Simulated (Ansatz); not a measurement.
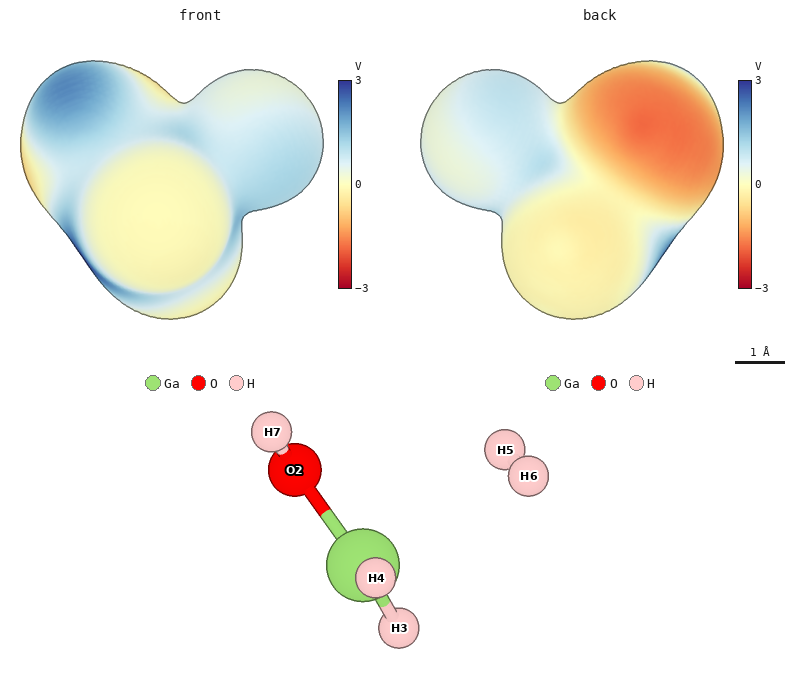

The picture shows: GaH3O···H2. The electrostatic potential painted on the density surface at 0.002 e/bohr³, seen from the front and from behind; the colour scale runs from red (negative) to blue (positive). The bare structure is drawn below in the same view.

The reactant side of a reaction path; geometry: PBE0-D4/def2-TZVP.

Theory: Ansatz 0.2.0, RKS PBE0-D4/def2-TZVPP.

```yaml
atoms:
  - { symbol: Ga, position_ang: [-0.6442, -0.5108, 0.2039] }
  - { symbol: O, position_ang: [-1.1234, 1.0843, -0.4550] }
  - { symbol: H, position_ang: [-0.7231, -1.6690, -0.8320] }
  - { symbol: H, position_ang: [-0.2648, -0.5881, 1.7206] }
  - { symbol: H, position_ang: [1.7920, 0.1589, -0.6897] }
  - { symbol: H, position_ang: [2.0573, -0.2706, -0.1357] }
  - { symbol: H, position_ang: [-1.0937, 1.7953, 0.1879] }
```

Question: Where is the surface potential most negative and most positive?

Answer: The most negative region (about −1.8 V) lies over O2, the most positive (about +2.7 V) over Ga1. O2 is the likeliest acceptor of a hydrogen bond.
